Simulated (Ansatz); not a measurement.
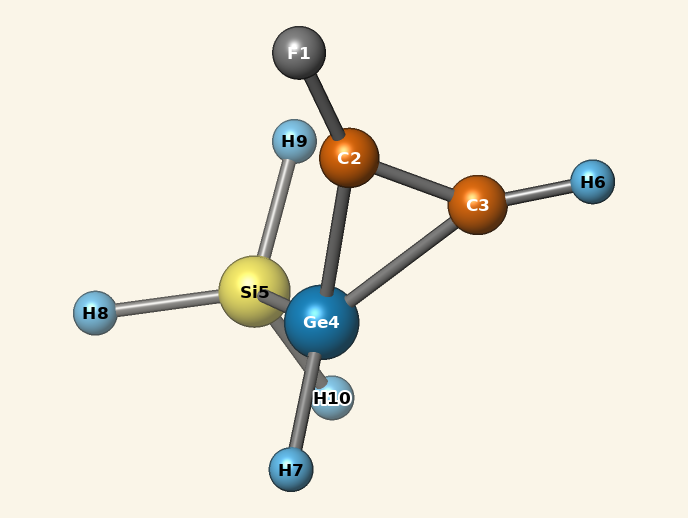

Si5 lies behind Ge4. The molecule seen a little off the Ge4–Si5 bond, Ge4 in front. Atoms fade into the background with distance from the viewer. Computed geometry: PBE-D4/def2-SVP optimisation. No frequency run is at hand to confirm it as a minimum.

> What is the torsion angle C2–Ge4–Si5–H8? The sign is positive where the front bond must turn clockwise to cover the back bond.

−99°, about perpendicular.
